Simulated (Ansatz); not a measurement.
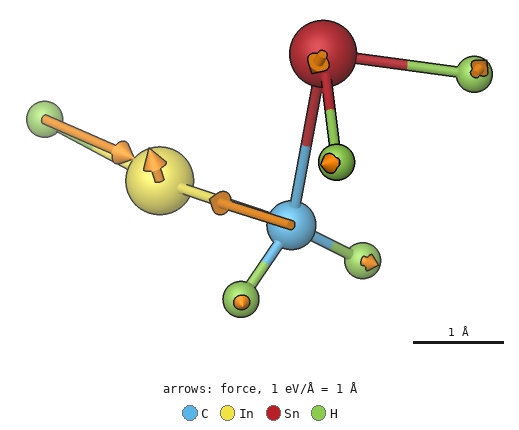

Starting geometry of CH5InSn with the computed forces as orange arrows. The picture is a ball-and-stick view, seen from a free direction.

The start comes from GFN2-xTB.

Level of theory: RKS PBE0-D4/def2-TZVP in Ansatz 0.2.0. (force threshold 0.005 eV/Å; at most 150 steps)

What follows when this structure is relaxed?

Answer. It isn't relaxed: the largest force vector, on the C atom, is 1.55 eV/Å. The final displacements follow the starting forces only in part (cosine between the two patterns 0.40). An H atom moves most after the best rigid fit: 0.81 Å. Largest moves by element: H 0.81 Å, In 0.65 Å, Sn 0.56 Å, C 0.45 Å. Near-neighbour distances that change, for instance: In–Sn 3.761 → 2.732 Å, H–In 1.921 → 1.702 Å, C–In 2.285 → 2.151 Å, C–Sn 2.337 → 2.234 Å. New bonds form: In–Sn (3.76 → 2.73 Å). Among the angles between lasting bonds that change: In–C–Sn 108.9° → 77.1°, C–Sn–H 81.0° → 109.4°, C–Sn–H 84.8° → 109.4°. The energy falls by 26.3 kcal/mol in 17 accepted moves (20 points after the start). Largest force component: 1.4 eV/Å at the start, 0.0024 eV/Å at the end. The line search rejected the trial steps at points 2, 8, 10 of the run. The run took 2.1 min on 2 threads of Arm Neoverse V1 (shared host).
